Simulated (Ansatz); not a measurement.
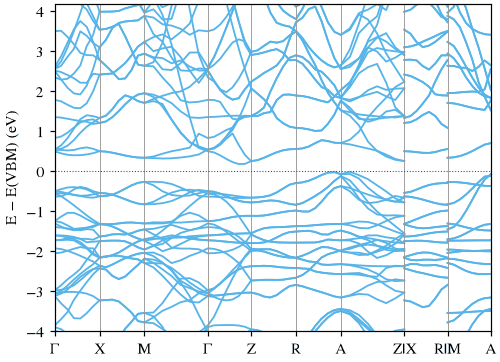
Figure. Band structure from plane-wave PAW PBEsol (Ansatz code)

Problem. Read off the gap and where the band edges lie.

Solution. About 0.2 eV (0.18 eV by a search for the band edges); maximum on the A–Z line, 11 % of the way from A, minimum on the Γ–Z line, 78 % of the way from Γ.

Problem. Which compound is it?
A. GaAs, P4_2/mnm (Ga on 4g, As on 4f)
B. In3Ru, P4_2/mnm (In on 8j, In on 4c, Ru on 4f)
C. GaN, P4_2/mnm (Ga on 4g, N on 4f)
D. TiO2, rutile

Solution. B, In3Ru, P4_2/mnm (In on 8j, In on 4c, Ru on 4f)

The workflow started from a Materials Project entry (that database holds measured and hypothetical structures alike); the Crystallography Open Database copy checked does not list it. Whether it is the stable phase at ambient conditions was not checked. The PBEsol relaxation kept the symmetry of its start; whether a distortion lowers the energy is not shown. The run is not spin-polarised. Spin–orbit coupling is left out wherever it is not named.

Potentials: the later of the program's two PAW sets.
